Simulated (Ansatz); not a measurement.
# Calculations on C$_{3}$H$_{7}$FSSi

### Relaxation

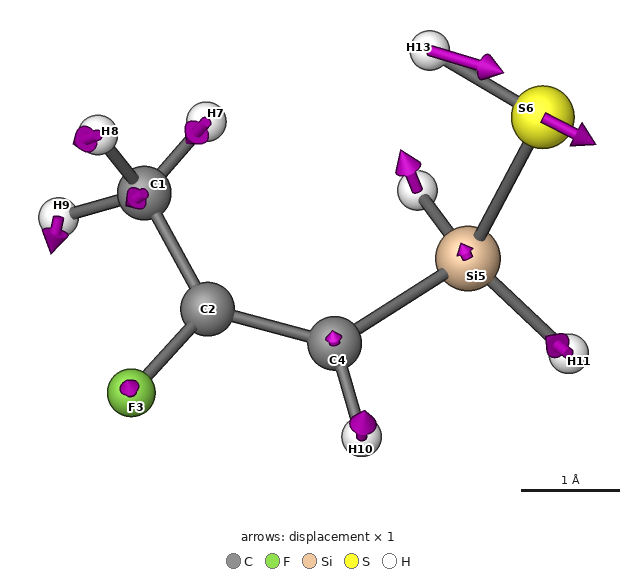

A relaxation of C$_{3}$H$_{7}$FSSi. The starting structure is drawn; purple arrows show the displacements, at their true length. The two geometries are superimposed by the best rigid fit.

The picture is a ball-and-stick view, seen face on.

The run prepares an end point of a later path (hydrogen shift) calculation, from a guessed geometry.

Level of theory: RKS B3LYP-D4/def2-SVP in Ansatz 0.2.0. (no spin polarisation; force threshold 0.02 eV/Å; at most 50 steps)

Atoms of which element are displaced furthest, and by how much?

Hydrogen: up to 0.92 Å, against 0.62 Å for sulfur.

What happened in the run?

The atom that moves furthest after the best rigid fit is an H atom (0.92 Å). Largest moves by element: H 0.92 Å, S 0.62 Å, C 0.33 Å, F 0.23 Å, Si 0.19 Å. Near-neighbour distances that change, for instance: C–C 1.431 → 1.491 Å, C–H 1.156 → 1.103 Å, C–H 1.064 → 1.097 Å, S–Si 2.137 → 2.166 Å. Bond angles that change, for instance: S–Si–H 111.3° → 103.1°, C–Si–S 105.4° → 111.4°, H–C–H 104.5° → 109.2°. Groups turn about C–Si by about 30°. Over 19 geometry steps the energy falls by 8.14 kcal/mol. The largest force component goes from 3.1 to 0.016 eV/Å.

### Relaxation

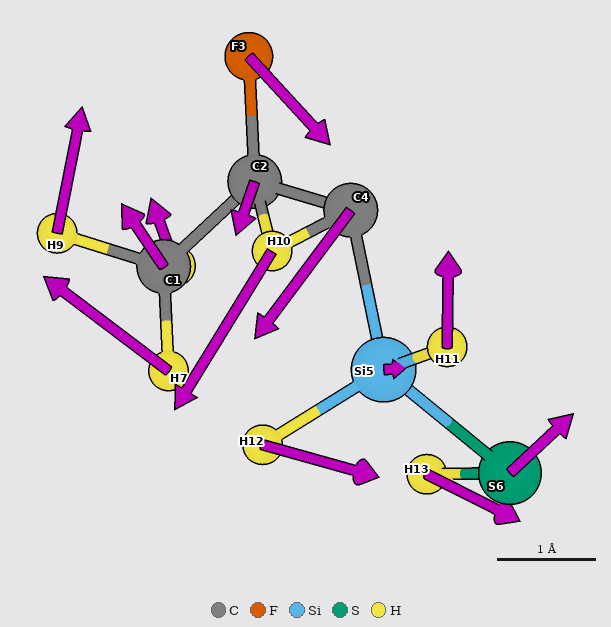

A relaxation of C3H7FSSi. The starting structure is drawn; purple arrows show the displacements, at their true length. The two geometries are superimposed by the best rigid fit.

The picture is a ball-and-stick view, seen from a free direction.

The run prepares an end point of a later path (hydrogen shift) calculation, from a guessed geometry.

Computed with RKS B3LYP-D4/def2-SVP (Ansatz). (no spin polarisation; force threshold 0.02 eV/Å; at most 50 steps)

What did the optimiser do to the structure, and how much energy did it gain?

The atom that moves furthest after the best rigid fit is an H atom (1.92 Å). By element the largest moves are H 1.92 Å, C 1.66 Å, F 1.26 Å, S 0.91 Å, Si 0.24 Å. Some distances before and after: C–H 1.090 → 2.073 Å, H–Si 1.890 → 2.590 Å, C–H 0.909 → 1.094 Å, C–C 1.431 → 1.490 Å. Bonds break, among them: C–H (1.09 → 2.07 Å). Bond angles that change, for instance: C–C–H 53.5° → 116.5°, Si–C–H 78.0° → 119.8°, C–Si–S 105.4° → 113.1°. Over 21 accepted moves (23 points after the start) the energy falls by 610.6 kJ/mol. The largest force component goes from 13 to 0.011 eV/Å. The line search rejected the trial steps at points 13, 17 of the run. The run took 92 s on 2 threads of Arm Neoverse V2 (shared host), peak memory 0.32 GiB.

### Path

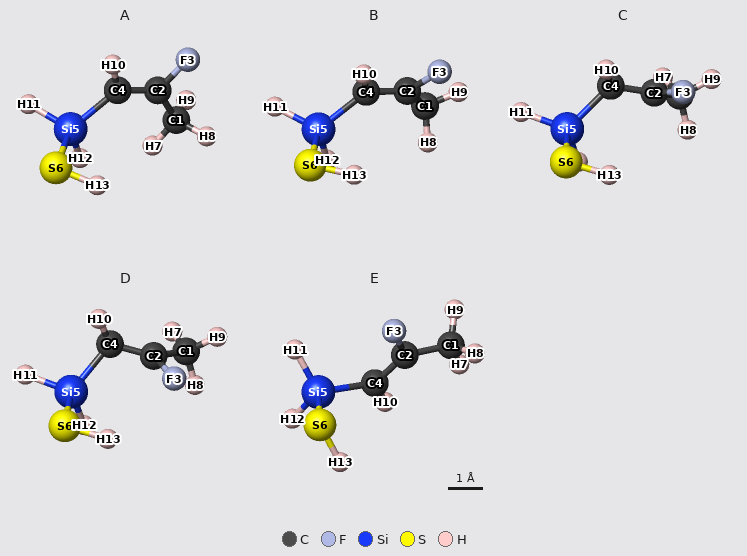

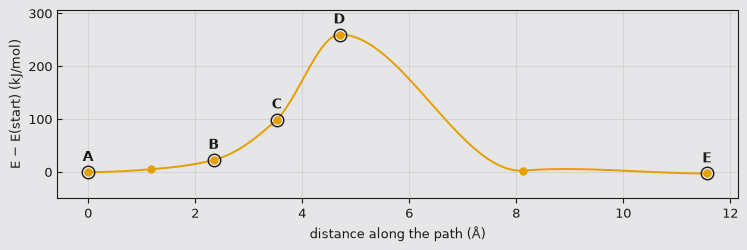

A nudged-elastic-band calculation for C$_{3}$H$_{7}$FSSi. Images are numbered from 0 (start) to 6 (end). Frames A to E are images 0, 2, 3, 4, 6. Style: ball-and-stick. Shown at a tilt.

Theory: RKS B3LYP-D4/def2-SVP (Ansatz). Settings: 5 movable images; climbing image; force threshold 0.05 eV/Å; iteration limit 60; starting path through a guess of the saddle point.

What happens along the path, and what is the barrier?

The highest point, image 4, lies 260.1 kJ/mol above the start and 262.7 kJ/mol above the end; the end is at −2.6 kJ/mol relative to the start. No bond forms or breaks between the ends. Among the angles between lasting bonds that change up to the highest image: C2–C4–Si5 127.9° → 114.2°, Si5–C4–H10 117.0° → 106.6°. The band converged in 53 iterations. The largest component of the band force went from 21 to 0.049 eV/Å. The climbing image converged on the top of the path. Its vibrational analysis gives 2 imaginary modes over 30i cm⁻¹, so it isn't confirmed as a transition state.
